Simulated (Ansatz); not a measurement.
BH5MgSi

```xyz
8

Mg   -1.3948    1.2008   -1.6211
B     0.6573   -0.4122    1.3196
Si    0.6909    0.1963   -0.4913
H    -2.7662    1.9096   -2.3340
H     1.7187   -0.4741   -1.3511
H    -0.2532   -0.0367    2.0012
H     0.0536   -1.1288    0.2661
H     1.5275   -1.0965    1.7698
```

Geometry: PBE0-D4/def2-TZVP.

These are results of RKS PBE0-D4/def2-TZVPP (Ansatz), not measurements.

### What can the converged electron density and electron localisation function tell about the bonding?

Si–B (1.91 Å): the density is about 0.79 e/Å³ at the midpoint; the ELF peaks at about 0.90 between the atoms, as expected for a covalent bond.
Mg–Si (2.58 Å): ρ is about 0.36 e/Å³ halfway; the ELF peaks at about 1 in the valence shell of Si, 1.2 Å from its nucleus, and is about 1 at the midpoint.
Mg–H (1.70 Å): the density is about 0.38 e/Å³ at the midpoint; the ELF climbs to about 1 towards the hydrogen.

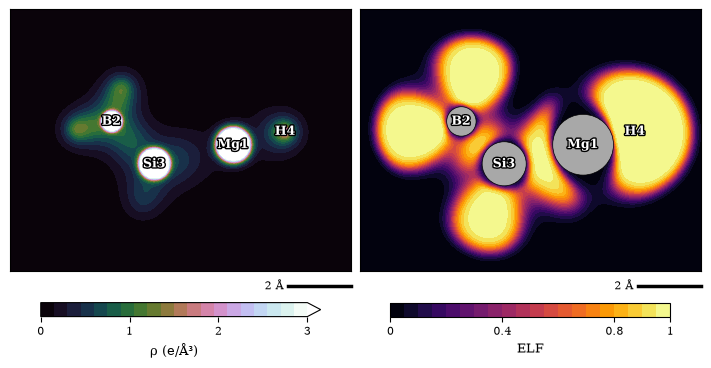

Computed electron density and electron localisation function on the plane of atoms Mg1, Si3 and B2, in this order. Grey discs cover the atomic cores in the ELF map. 
